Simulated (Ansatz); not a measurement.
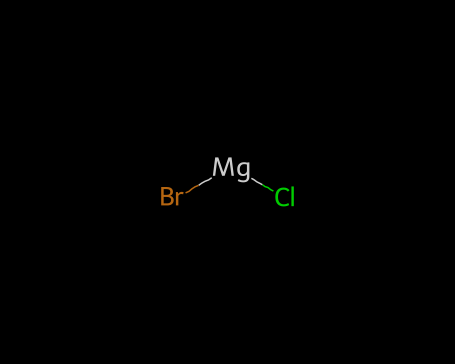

The drawing above gives the connectivity. The geometry was computed by an optimisation with PBE-D4/def2-SVP. No frequency run is at hand to confirm it as a minimum.

What does the molecule look like in three dimensions?

Formula MgBrCl. As SMILES it reads `[Cl][Mg][Br]`. This geometry has C∞v symmetry. All atoms lie on one line. Coordination: 1 Mg linear.

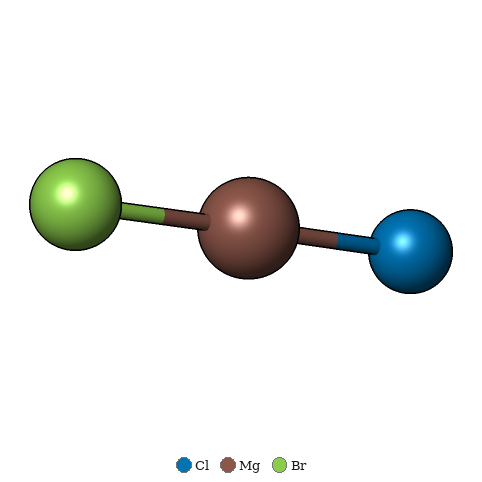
